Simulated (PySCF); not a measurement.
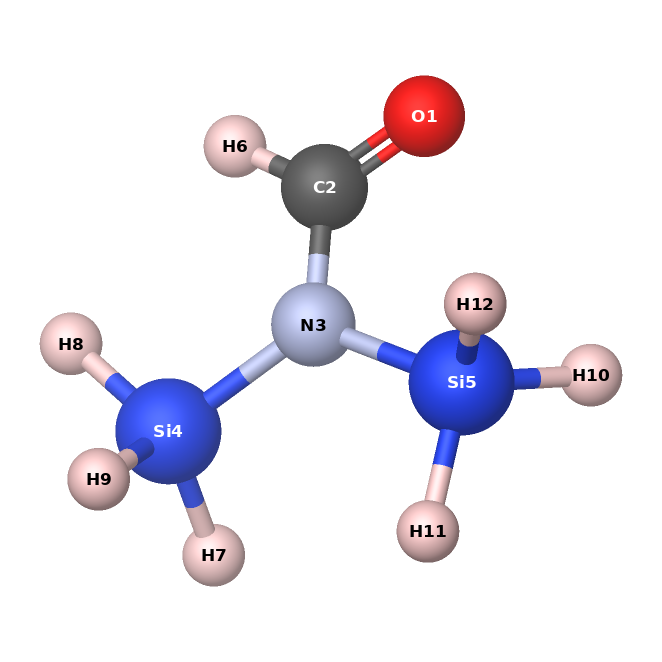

The geometry was computed by an optimisation with PBE0-D3(BJ)/def2-SVP. No frequency run is at hand to confirm it as a minimum. Level of theory: delta-SCF UKS SCAN, pcX-2 on the ionised atom, pcseg-1 elsewhere, spin-free X2C (PySCF 2.14.0).

Give the core-electron binding energies (to vacuum; p and d levels without spin–orbit splitting) of O1 1s, C2 1s, N3 1s, Si4 1s, Si4 2p.

| atom | level | binding energy (eV) |
| --- | --- | --- |
| O1 | 1s | 537.4 |
| C2 | 1s | 294.0 |
| N3 | 1s | 405.1 |
| Si4 | 1s | 1847.5 |
| Si4 | 2p | 107.9 |
